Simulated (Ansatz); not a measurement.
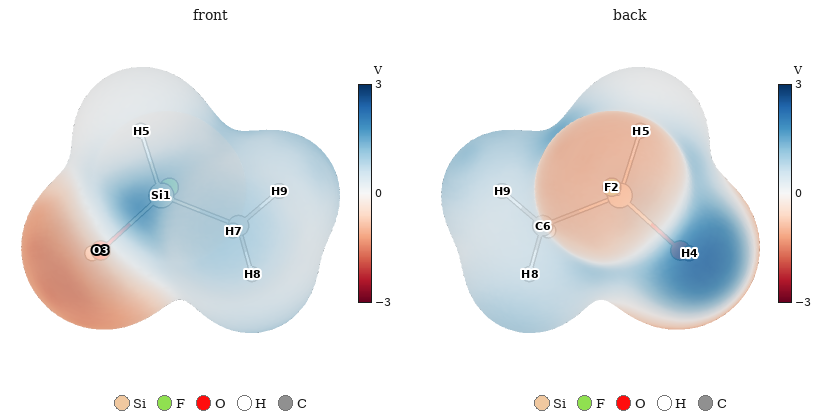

Figure 1: CH5FOSi. The molecular electrostatic potential painted on the density surface at 0.002 e/bohr³, seen from the front and from behind; the colour scale runs from red (negative) to blue (positive).

Not at a stationary point (largest force 0.5 eV/Å).

Method: Ansatz 0.2.0, RKS PBE/def2-SVP.

```xyz
9

Si   -0.5461   -0.0048   -0.3701
F    -0.1870    1.0072   -1.6435
O    -0.2770   -1.4698   -1.1371
H    -0.0828   -1.1508   -2.0394
H    -1.9871    0.2021   -0.0098
C     0.5932    0.3057    1.0702
H     0.3404   -0.3662    1.9201
H     1.6498    0.1216    0.7825
H     0.4966    1.3548    1.4271
```

**Which sites attract a positive test charge, and which a negative one?**

A positive charge is drawn to the negative regions and a negative charge to the positive ones. The most negative region (about −1.4 V) lies over O3, the most positive (about +2.1 V) over H4. O3 is the likeliest acceptor of a hydrogen bond.
